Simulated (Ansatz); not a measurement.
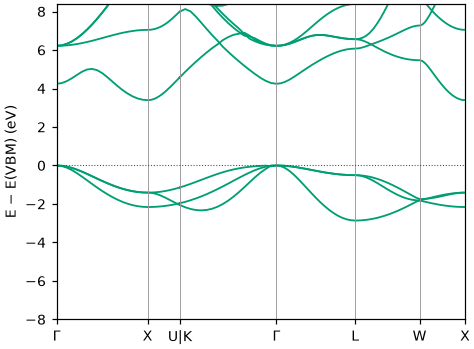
Fig. 1. Band structure from the program Ansatz at the PBE level (PAW)

Task: Read off the gap and where the band edges lie.

Result: About 3.4 eV (3.39 eV by a search for the band edges); maximum at Γ, minimum at X.

The material is Li$_{2}$S (anti-fluorite, Fm-3m).

The PBE relaxation kept the symmetry of its start.

Potentials: the later of the program's two PAW sets.
